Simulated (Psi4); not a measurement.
**BPH4Cl− (SMILES P[BH2-]Cl): HF/STO-3G**

What is the vertical ionisation energy of BPH4Cl− at HF/STO-3G? 

The results are computed with Psi4 1.11.

3 further runs of the same task are left out: 3 that didn't finish.

## 1. The structure to begin with

BPH4Cl− has 7 atoms, charge -1, and is taken as a singlet. SMILES: `P[BH2-]Cl`. The coordinates come from a GFN2-xTB relaxation. This is one conformer, not always the lowest.

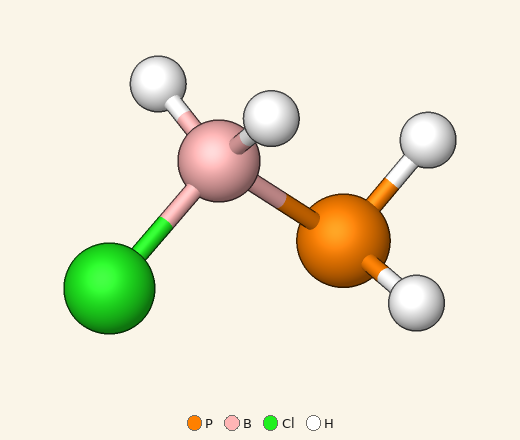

Viewed from a chosen angle; phosphorus orange, boron pink, chlorine green, hydrogen white.

## 2. Energy and forces at HF/STO-3G

bclh4p.in

```
memory 1600 MB

molecule {
  -1 1
  P
  B 1 1.984273
  Cl 2 1.855154 1 106.9053
  H 1 1.383205 2 98.29251 3 -75.01352
  H 1 1.384461 4 91.23067 2 96.92618
  H 2 1.198805 3 108.2226 1 -119.33956
  H 2 1.200832 6 113.87325 3 120.22766
  symmetry c1
  no_reorient
  no_com
}

set puream true
set e_convergence 1e-09
set d_convergence 1e-08
set scf_type pk

gradient('hf/STO-3G')
print_variables()
```

Run with:

```console
$ psi4 -i bclh4p.in -o bclh4p.out -n 1
```

bclh4p.out:

```text
[...]
  Running in c1 symmetry.
[...]
  Nuclear repulsion =  125.231625680586319
[...]
  Multiplicity = 1
[...]
  Nalpha       = 21
  Nbeta        = 21
[...]
    Number of basis functions: 27
[...]
   @RHF iter   1:  -818.14392930326574   -2.07770e+00   5.62493e-03 ADIIS/DIIS
[...]
   @RHF iter   9:  -818.16700971799276   -1.36424e-12   2.51976e-09 DIIS
[...]
    Orbital Energies [Eh]
    ---------------------
    Doubly Occupied:
       1A   -103.338562     2A    -78.653245     3A    -10.037562
       4A     -7.480689     5A     -7.477028     6A     -7.476936
       7A     -7.111021     8A     -6.976428     9A     -4.800634
      10A     -4.799858    11A     -4.798091    12A     -0.734225
      13A     -0.572800    14A     -0.378089    15A     -0.251662
      16A     -0.225291    17A     -0.182862    18A     -0.157455
      19A     -0.109162    20A     -0.090873    21A     -0.032163
[...]
  @RHF Final Energy:  -818.16700971799276
   => Energetics <=
    Nuclear Repulsion Energy =            125.2316256805863190
    One-Electron Energy =               -1395.4279987348011218
    Two-Electron Energy =                 452.0293633362218770
    Total Energy =                       -818.1670097179928689
[...]
 Multipole Moments:
 ------------------------------------------------------------------------------------
     Multipole            Electronic (a.u.)      Nuclear  (a.u.)        Total (a.u.)
 ------------------------------------------------------------------------------------
 L = 1.  Multiply by 2.5417464519 to convert [e a0] to [Debye]
 Dipole X            :         -1.4279816            1.4812399            0.0532584
 Dipole Y            :         -4.3690223            4.2263303           -0.1426921
 Dipole Z            :          0.7116290           -1.4194636           -0.7078346
 Magnitude           :                                                    0.7240354
[...]
  -Total Gradient:
     Atom            X                  Y                   Z
    ------   -----------------  -----------------  -----------------
       1       -0.003082068635    -0.006291947218    -0.011993592619
       2        0.002165055632    -0.038639637754     0.017668643104
       3       -0.000285809448     0.032896453409    -0.014916192281
       4        0.000270307941     0.002254329713     0.000043886079
       5        0.002328806565    -0.001165896237     0.001288922601
       6        0.018898552067     0.005771874953     0.004070290909
       7       -0.020294844122     0.005174823148     0.003838042203
[...]
```

Wall time 3 s (1 thread of AMD EPYC 7R43 (Zen 3), shared host); peak memory 0.18 GiB.

## 3. Doublet neutral BPH4Cl

input.dat

```
memory 1600 mb

molecule molecule1 {
  0 2
  P     -1.254890     0.303230    -0.113500
  B      0.635280    -0.030820     0.389500
  Cl     0.664850    -1.615020     1.354400
  H     -1.363360    -0.640060    -1.119330
  H     -1.001300     1.302730    -1.037310
  H      1.315820    -0.173880    -0.586990
  H      1.003600     0.853800     1.113230
  units angstrom
  symmetry c1
  no_reorient
  no_com
}

set {
  basis         STO-3G
  reference     uhf
  puream        true
  e_convergence 1e-09
  d_convergence 1e-08
  scf_type      pk
  maxiter       200
}

energy_value, wavefunction = gradient("scf", return_wfn=True)
oeprop(wavefunction, "WIBERG_LOWDIN_INDICES", "MAYER_INDICES", "DIPOLE")
print_variables()
```

Run with:

```console
$ psi4 -n 1 input.dat output.dat
```

output.dat, shortened:

```text
[...]
  Running in c1 symmetry.
[...]
  Nuclear repulsion =  125.231616713321671
[...]
  Multiplicity = 2
[...]
  Nalpha       = 21
  Nbeta        = 20
[...]
    Number of basis functions: 27
[...]
   @UHF iter   1:  -818.12184023511020   -2.05561e+00   6.94734e-03 DIIS/ADIIS
[...]
   @UHF iter  15:  -818.16458256891497   -9.09495e-13   4.76179e-09 DIIS
[...]
   @S^2 Observed:                7.571829331E-01
[...]
  @UHF Final Energy:  -818.16458256891497
   => Energetics <=
    Nuclear Repulsion Energy =            125.2316167133216709
    One-Electron Energy =               -1383.5741947553901809
    Two-Electron Energy =                 440.1779954731534303
    Total Energy =                       -818.1645825689149660
  UHF NO Occupations:
  HONO-2 :   19  A 1.9991311
  HONO-1 :   20  A 1.9979429
[...]
  -Total Gradient:
     Atom            X                  Y                   Z
    ------   -----------------  -----------------  -----------------
       1       -0.024031523593    -0.001015919805     0.044554694205
       2       -0.057860598238    -0.002314202449    -0.051356107305
       3        0.001075986221     0.005350286786    -0.000729961775
       4        0.018880883078     0.004359942997    -0.005107502440
       5        0.015789050669    -0.009469956093    -0.005074927421
       6        0.032710741154    -0.009528655871    -0.002909492923
       7        0.013435460718     0.012618504437     0.020623297653
[...]
 Multipole Moments:
 ------------------------------------------------------------------------------------
     Multipole            Electronic (a.u.)      Nuclear  (a.u.)        Total (a.u.)
 ------------------------------------------------------------------------------------
 L = 1.  Multiply by 2.5417464519 to convert [e a0] to [Debye]
 Dipole X            :          6.3201630           -8.2954064           -1.9752434
 Dipole Y            :         42.2884272          -41.0418279            1.2465993
 Dipole Z            :        -42.1690765           40.8925395           -1.2765370
 Magnitude           :                                                    2.6617932
[...]
```

It took 3.3 s on 1 thread of AMD EPYC 7R43 (Zen 3), shared host; peak memory 0.18 GiB.

## 4. Outcome

At HF/STO-3G:

| quantity | value |
| --- | --- |
| singlet BPH4Cl−: total energy | -818.16701 Eh |
| singlet BPH4Cl−: HOMO energy | -0.88 eV |
| singlet BPH4Cl−: LUMO energy | 18.75 eV |
| singlet BPH4Cl−: HOMO–LUMO gap (to an unbound level, set by the basis) | 19.63 eV |
| singlet BPH4Cl−: largest force on an atom | 2.188 eV/Å |
| doublet neutral BPH4Cl: total energy | -818.16458 Eh |
| doublet neutral BPH4Cl: dipole moment | 6.77 D |
| doublet neutral BPH4Cl: HOMO energy (highest over α and β) | -8.36 eV |
| doublet neutral BPH4Cl: LUMO energy (lowest over α and β) | 0.81 eV |
| doublet neutral BPH4Cl: ⟨S²⟩ | 0.757 |
| doublet neutral BPH4Cl: largest force on an atom | 3.980 eV/Å |
| vertical detachment energy (to the doublet neutral) | 0.066 eV |

What this shows: The vertical ionisation energy comes to 0.07 eV (1.5 kcal/mol). The largest force (singlet BPH4Cl−) is 2.19 eV/Å: the shape isn't a stationary point for this species at this level. The negative HOMO energy of the first species, 0.88 eV, lies 0.81 eV above that difference. In a minimal basis such a difference can be off by several eV, whatever the method.
